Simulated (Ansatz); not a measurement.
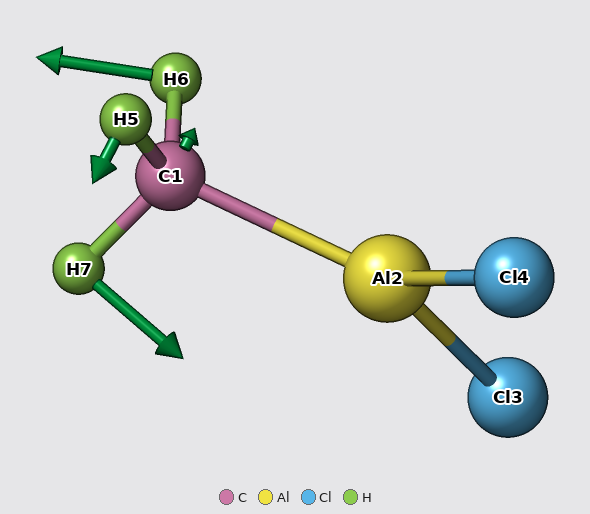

The arrows show one normal mode. Harmonic vibrations computed with RKS PBE0-D4/def2-TZVP (Ansatz 0.2.0) at a stationary point of the same level.

### Describe the motion.

Mostly Al–C–H bending.

### At what wavenumber does it lie?

665 cm⁻¹; it is mode 7 of 15 counted from the lowest.
